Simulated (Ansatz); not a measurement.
# CH8Si2 (SMILES [SiH3]C[SiH3]): HF/STO-3G

What is the vertical singlet–triplet gap of CH8Si2 at HF/STO-3G? 

Program for the calculation: Ansatz 0.2.0.

56 further runs of the same task are left out: 56 set aside as unsound or not needed.

## 1. Starting point

CH8Si2: 11 atoms, total charge 0, spin state singlet. As SMILES, `[SiH3]C[SiH3]`. The shape is that of a PBE0-D4/def2-TZVP optimisation.

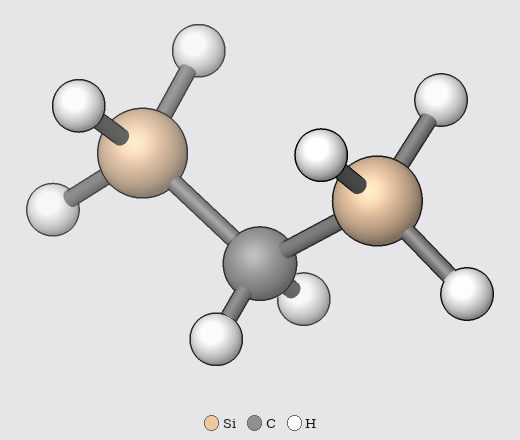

Viewed from a chosen angle; silicon light orange, carbon grey, hydrogen white.

## 2. The energy at HF/STO-3G

Input file in.yaml:

```yaml
crystal:
  periodic: [false, false, false]
  atoms:
    - {symbol: Si, position_ang: [-1.158980, 1.034720, -0.344660]}
    - {symbol: C, position_ang: [-0.286340, -0.621440, -0.365590]}
    - {symbol: Si, position_ang: [1.335180, -0.652340, 0.569590]}
    - {symbol: H, position_ang: [-2.435800, 0.976800, -1.106490]}
    - {symbol: H, position_ang: [-0.293510, 2.078920, -0.955560]}
    - {symbol: H, position_ang: [-1.463790, 1.436810, 1.054620]}
    - {symbol: H, position_ang: [-0.954100, -1.377620, 0.060730]}
    - {symbol: H, position_ang: [-0.099440, -0.908830, -1.405770]}
    - {symbol: H, position_ang: [1.110650, -0.304370, 1.998260]}
    - {symbol: H, position_ang: [2.282060, 0.336720, -0.011600]}
    - {symbol: H, position_ang: [1.964060, -1.999380, 0.506460]}
basis:
  gaussian:
    orbitals: STO-3G
hamiltonian:
  xc: hf
accuracy: high
output:
  orbitals: {seedname: orbitals}
```

Launch:

```console
$ ansatz run in.yaml --threads 1 --pin off --max-ram 3480MiB --events-out events.jsonl --progress --plain --runs-dir runs
```

Standard output:

```text
Warning: RAYON_NUM_THREADS=1 ignored (pool sized by the plan → 1); use --threads N
Functional definition: HF
  name "HF"
  exchange = exact_x
  correlation = 0
617 factors; integrals over basis functions are off by at most 3.6e-9 eV
mean field evaluation 1: about -16687.6284 eV, gradient 1.1e1 eV
mean field evaluation 2: about -16687.6776 eV, gradient 1.1e1 eV
mean field evaluation 4: about -16688.2338 eV, gradient 3.9e-1 eV
mean field evaluation 8: about -16688.2339 eV, gradient 6.2e-7 eV
mean field -16688.23393828 eV, -613.2812855405 hartree, gradient 4.5e-8 eV, S^2 0.000000; 0 other end points of the search recorded, 0 dependent functions left out
reference -16688.23393828 eV, -613.2812855405 hartree; 21, 21 occupied and 10, 10 virtual orbitals, 617 factors
Total energy: -16688.23393828 eV, -613.2812855405 hartree
```

Run time: 0.14 s. Hardware: 1 thread of AMD EPYC 9R45 (Zen 5), shared host.

## 3. The triplet at the same level

Input file molecule.yaml:

```yaml
crystal:
  periodic: [false, false, false]
  atoms:
    - {symbol: Si, position_ang: [-1.158980, 1.034720, -0.344660]}
    - {symbol: C, position_ang: [-0.286340, -0.621440, -0.365590]}
    - {symbol: Si, position_ang: [1.335180, -0.652340, 0.569590]}
    - {symbol: H, position_ang: [-2.435800, 0.976800, -1.106490]}
    - {symbol: H, position_ang: [-0.293510, 2.078920, -0.955560]}
    - {symbol: H, position_ang: [-1.463790, 1.436810, 1.054620]}
    - {symbol: H, position_ang: [-0.954100, -1.377620, 0.060730]}
    - {symbol: H, position_ang: [-0.099440, -0.908830, -1.405770]}
    - {symbol: H, position_ang: [1.110650, -0.304370, 1.998260]}
    - {symbol: H, position_ang: [2.282060, 0.336720, -0.011600]}
    - {symbol: H, position_ang: [1.964060, -1.999380, 0.506460]}
basis:
  gaussian:
    orbitals: STO-3G
magnetization:
  spin_polarized: true
  initial_magnetization: 2
hamiltonian:
  xc: hf
accuracy: high
output: {orbitals: {seedname: orbitals}}
```

Launch:

```console
$ ansatz run molecule.yaml --threads 1 --pin off --max-ram 3480MiB --events-out events.jsonl --progress --plain --runs-dir runs
```

Standard output:

```text
Warning: RAYON_NUM_THREADS=1 ignored (pool sized by the plan → 1); use --threads N
[... 4 set-up lines as earlier in the session ...]
617 factors; integrals over basis functions are off by at most 3.6e-9 eV
mean field evaluation 1: about -16673.3519 eV, gradient 1.0e1 eV
mean field evaluation 2: about -16673.4791 eV, gradient 1.0e1 eV
mean field evaluation 4: about -16675.2420 eV, gradient 2.4e0 eV
mean field evaluation 8: about -16675.5349 eV, gradient 9.4e-2 eV
mean field evaluation 16: about -16675.8618 eV, gradient 1.2e0 eV
mean field evaluation 32: about -16675.5453 eV, gradient 5.7e0 eV
mean field evaluation 64: about -16675.6786 eV, gradient 9.3e-1 eV
mean field -16676.03483981 eV, -612.8329769407 hartree, gradient 2.6e-8 eV, S^2 2.013414; 3 other end points of the search recorded, 0 dependent functions left out
reference -16676.03483981 eV, -612.8329769407 hartree; 22, 20 occupied and 9, 11 virtual orbitals, 617 factors
Total energy: -16676.03483981 eV, -612.8329769407 hartree
```

It took 0.36 s on 1 thread of AMD EPYC 9R45 (Zen 5), shared host.

## 4. What came out

At HF/STO-3G:

```
                                        quantity          value
                           singlet: total energy  -613.28129 Eh
                            singlet: HOMO energy       -9.71 eV
                            singlet: LUMO energy       12.98 eV
                          singlet: HOMO–LUMO gap       22.69 eV
                           triplet: total energy  -612.83298 Eh
                                   triplet: ⟨S²⟩          2.013
vertical energy of the triplet above the singlet      12.199 eV
```

At this shape the triplet lies 12.20 eV (1177 kJ/mol) above the singlet. In a minimal basis such a difference can be off by several eV, whatever the method.
